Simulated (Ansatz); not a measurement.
Input

```
crystal:
  periodic: [false, false, false]
  atoms:
    - symbol: C
      position_ang: [-1.195595, 1.639045, 2.889628]
    - symbol: C
      position_ang: [-0.704580, 0.528950, 2.030897]
    - symbol: C
      position_ang: [-1.194011, 0.176506, 0.736314]
    - symbol: C
      position_ang: [-0.453964, -0.907227, 0.312024]
    - symbol: C
      position_ang: [0.314810, -0.349474, 2.351423]
    - symbol: F
      position_ang: [-2.502482, 1.505759, 3.196035]
    - symbol: F
      position_ang: [-0.517324, 1.701707, 4.052721]
    - symbol: F
      position_ang: [-1.070854, 2.840463, 2.289148]
    - symbol: N
      position_ang: [0.453529, -1.212495, 1.300046]
    - symbol: H
      position_ang: [-1.995599, 0.667144, 0.189492]
    - symbol: H
      position_ang: [-0.501183, -1.482020, -0.609640]
    - symbol: H
      position_ang: [1.127208, -1.965847, 1.257036]
    - symbol: H
      position_ang: [0.935338, -0.412941, 3.240863]
basis:
  gaussian:
    orbitals: def2-SVPD
hamiltonian:
  xc: pbe0
output: {forces: true, orbitals: {seedname: orbitals}}
```

Launched as:

```sh
ansatz run input.yaml --threads 4 --pin off --max-ram 7830MiB --events-out events.jsonl --progress --plain --runs-dir runs
```

Geometry: B3LYP-D3(BJ)/def2-SVP.

Computed with isolated molecule in a Gaussian basis; Kohn-Sham density functional theory, functional PBE0 in Ansatz.

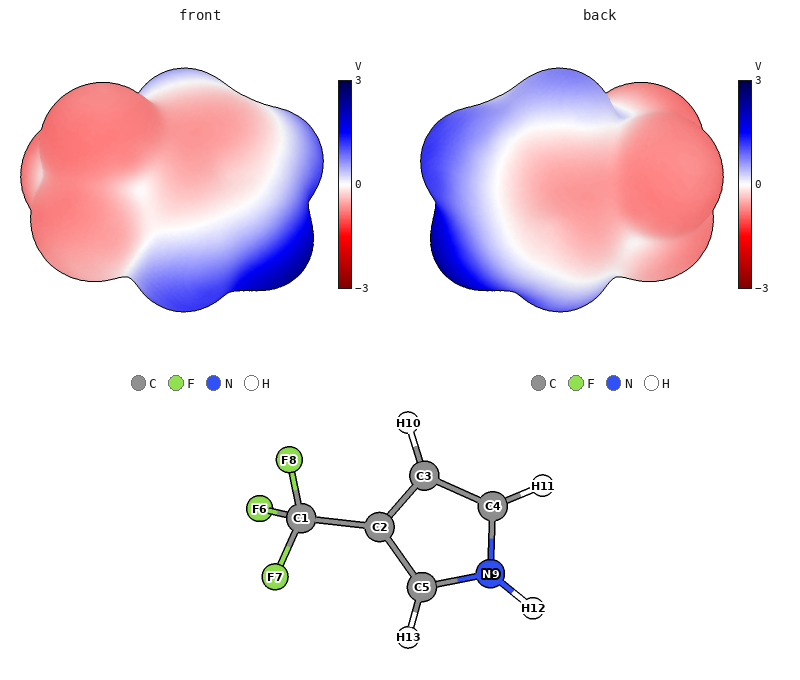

C$_{5}$H$_{4}$F$_{3}$N (SMILES FC(F)(F)c1cc[nH]c1). The molecular electrostatic potential painted on the density surface at 0.001 e/bohr³, seen from the front and from behind; red is negative and blue positive. The bare structure is drawn below in the same view.

Where is the surface potential most negative and most positive?

The most negative region (about −0.8 V, or −18 kcal/mol for a unit charge) lies over F6 and F8, the most positive (about +2.3 V, or +53 kcal/mol for a unit charge) over H12.

What dipole moment does the calculation give?

Its dipole moment is 4.71 D.
